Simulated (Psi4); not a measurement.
**GeHF (SMILES [F][GeH]): SVWN5/def2-TZVPP**

Aim: the vertical singlet–triplet gap of GeHF at SVWN5/def2-TZVPP, from 2 runs. 

The results are computed with Psi4 1.11.

8 further runs of the same task are left out: 6 that didn't finish, 2 set aside as unsound or not needed.

## 1. The molecule

GeHF has 3 atoms, charge 0, and is taken as a singlet. SMILES: `[F][GeH]`. The shape is that of a PBE0-D4/def2-TZVP optimisation.

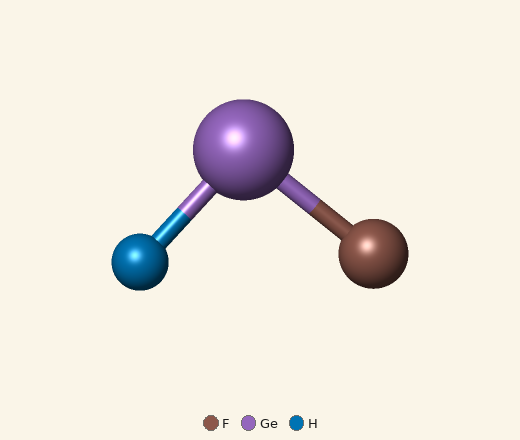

Viewed from a chosen angle; fluorine brown, germanium purple, hydrogen blue.

## 2. Energy and gradient at SVWN5/def2-TZVPP

fgeh.py reads:

```python
import psi4

psi4.set_memory(1600000000)
psi4.set_num_threads(1)
psi4.set_output_file('psi4.out', False)

geom = psi4.geometry("""
F      0.672100     1.012600     0.469700
Ge    -0.657900     0.195200    -0.335600
H     -0.025200    -1.272700    -0.147400
symmetry c1
""")

psi4.set_options({
    'basis': 'def2-TZVPP',
    'reference': 'rks',
    'puream': True,
    'e_convergence': 1e-09,
    'd_convergence': 1e-08,
    'scf_type': 'pk',
    'dft_radial_points': 99,
    'dft_spherical_points': 590,
})

e, wfn = psi4.gradient('scf', dft_functional={"name": "SVWN5", "x_functionals": {"LDA_X": {}}, "c_functionals": {"LDA_C_VWN": {}}}, return_wfn=True)
psi4.oeprop(wfn, 'WIBERG_LOWDIN_INDICES', 'QUADRUPOLE', 'MAYER_INDICES')
print('gradient / Eh bohr^-1')
print(e.np.round(6))
print(f'energy = {wfn.energy():.10f} Eh')
```

Command:

```bash
$ python fgeh.py
```

psi4.out:

```text
[...]
  Running in c1 symmetry.
[...]
  Nuclear repulsion =   99.212640357430828
[...]
  Multiplicity = 1
[...]
  Nalpha       = 21
  Nbeta        = 21
[...]
    Number of basis functions: 93
[...]
   @RKS iter   1: -2172.17982387680559   -1.78020e+00   3.34619e-02 ADIIS/DIIS
[...]
   @RKS iter  12: -2173.70657767339208   -5.00222e-12   2.63871e-09 DIIS
[...]
    Orbital Energies [Eh]
    ---------------------
    Doubly Occupied:
       1A   -396.364800     2A    -49.124419     3A    -43.798492
       4A    -43.795517     5A    -43.793658     6A    -24.072797
       7A     -5.973466     8A     -4.214224     9A     -4.206509
      10A     -4.200047    11A     -1.145788    12A     -1.135218
      13A     -1.130003    14A     -1.129841    15A     -1.124223
      16A     -1.030247    17A     -0.493967    18A     -0.370760
      19A     -0.364462    20A     -0.347933    21A     -0.227366
[...]
  @RKS Final Energy: -2173.70657767339208
   => Energetics <=
    Nuclear Repulsion Energy =             99.2126403574308284
    One-Electron Energy =               -3231.6031013794918181
    Two-Electron Energy =                1044.6595785396359588
    DFT Exchange-Correlation Energy =     -85.9756951909673433
    Empirical Dispersion Energy =           0.0000000000000000
    VV10 Nonlocal Energy =                  0.0000000000000000
    Total Energy =                      -2173.7065776733920757
[...]
  -Total Gradient:
     Atom            X                  Y                   Z
    ------   -----------------  -----------------  -----------------
       1        0.001399033362     0.001325666010    -0.000000000000
       2        0.000033698666    -0.003184770593     0.000000000000
       3       -0.001434398543     0.001854023602    -0.000000000000
[...]
 Multipole Moments:
 ------------------------------------------------------------------------------------
     Multipole            Electronic (a.u.)      Nuclear  (a.u.)        Total (a.u.)
 ------------------------------------------------------------------------------------
 L = 1.  Multiply by 2.5417464519 to convert [e a0] to [Debye]
 Dipole X            :         -2.7820624            2.1520645           -0.6299979
 Dipole Y            :          0.4488807           -0.7472827           -0.2984020
 Dipole Z            :         -0.0000000           -0.0000000           -0.0000000
 Magnitude           :                                                    0.6970947
 L = 2.  Multiply by 1.3450342976 to convert [e a0^2] to [Debye ang]
 Quadrupole XX       :        -79.8393587           60.9316121          -18.9077467
 Quadrupole XY       :        -30.1201824           30.1796061            0.0594236
[...]
```

Standard output:

```text
gradient / Eh bohr^-1
[[ 1.399e-03  1.326e-03 -0.000e+00]
 [ 3.400e-05 -3.185e-03  0.000e+00]
 [-1.434e-03  1.854e-03 -0.000e+00]]
energy = -2173.7065776734 Eh
```

It took 11 s on 1 thread of Intel Xeon Platinum 8375C at 2.90GHz (Ice Lake), shared host; peak memory 0.48 GiB.

## 3. The triplet: the energy at USVWN5/def2-TZVPP

fgeh.inp reads:

```
memory 1.6 GB

molecule system {
  0 3
  F
  Ge 1 R2
  H 2 R3 1 A3

  R2 = 1.756574
  R3 = 1.60949
  A3 = 94.19502
  units angstrom
  symmetry c1
  no_reorient
  no_com
}

set {
  basis                def2-TZVPP
  reference            uks
  puream               true
  e_convergence        1e-09
  d_convergence        1e-08
  scf_type             pk
  dft_radial_points    99
  dft_spherical_points 590
  maxiter              200
}

energy_value, wavefunction = energy("scf", dft_functional={"name": "SVWN5", "x_functionals": {"LDA_X": {}}, "c_functionals": {"LDA_C_VWN": {}}}, return_wfn=True)
print_variables()
```

Command:

```bash
$ psi4 fgeh.inp fgeh.out -n 1
```

fgeh.out:

```text
[...]
  Running in c1 symmetry.
[...]
  Nuclear repulsion =   99.212622809420651
[...]
  Multiplicity = 3
[...]
  Nalpha       = 22
  Nbeta        = 20
[...]
    Number of basis functions: 93
[...]
   @UKS iter   1: -2171.97708928337806   -1.57747e+00   3.41271e-02 ADIIS/DIIS
[...]
   @UKS iter  14: -2173.63075899718751   -9.09495e-13   6.94665e-09 DIIS
[...]
   @S^2 Observed:                2.001777080E+00
[...]
    Orbital Energies [Eh]
    ---------------------
    Alpha Occupied:
       1A   -396.368452     2A    -49.127889     3A    -43.799939
       4A    -43.799372     5A    -43.799246     6A    -24.082419
       7A     -5.978360     8A     -4.213436     9A     -4.212633
      10A     -4.210273    11A     -1.151777    12A     -1.137719
      13A     -1.136456    14A     -1.135731    15A     -1.134995
      16A     -1.039493    17A     -0.513993    18A     -0.396285
      19A     -0.367405    20A     -0.363275    21A     -0.276953
      22A     -0.156825
    Alpha Virtual:
      23A     -0.059763    24A     -0.006291    25A      0.115356
[...]
  @UKS Final Energy: -2173.63075899718751
   => Energetics <=
    Nuclear Repulsion Energy =             99.2126228094206510
    One-Electron Energy =               -3231.3285186128941859
    Two-Electron Energy =                1044.4407100409994200
    DFT Exchange-Correlation Energy =     -85.9555732347133414
    Empirical Dispersion Energy =           0.0000000000000000
    VV10 Nonlocal Energy =                  0.0000000000000000
    Total Energy =                      -2173.6307589971875132
[...]
 Multipole Moments:
 ------------------------------------------------------------------------------------
     Multipole            Electronic (a.u.)      Nuclear  (a.u.)        Total (a.u.)
 ------------------------------------------------------------------------------------
 L = 1.  Multiply by 2.5417464519 to convert [e a0] to [Debye]
 Dipole X            :         -1.5883830            1.6663604            0.0779773
 Dipole Y            :         -2.2794256            1.5534015           -0.7260241
 Dipole Z            :         -0.0000000            0.0000000           -0.0000000
 Magnitude           :                                                    0.7301996
[...]
```

It took 9.3 s on 1 thread of Intel Xeon Platinum 8375C at 2.90GHz (Ice Lake), shared host; peak memory 0.47 GiB.

## 4. What came out

Level: SVWN5/def2-TZVPP.

| quantity | value |
| --- | --- |
| singlet: total energy | -2173.70658 Eh |
| singlet: dipole moment | 1.77 D |
| singlet: HOMO energy | -6.19 eV |
| singlet: LUMO energy | -3.91 eV |
| singlet: HOMO–LUMO gap | 2.27 eV |
| singlet: largest force on an atom | 0.164 eV/Å |
| triplet: total energy | -2173.63076 Eh |
| triplet: dipole moment | 1.86 D |
| triplet: HOMO energy (highest over α and β) | -4.27 eV |
| triplet: ⟨S²⟩ | 2.002 |
| vertical energy of the triplet above the singlet | 2.063 eV |

**Reading.** At this shape the triplet lies 2.06 eV (199 kJ/mol) above the singlet.
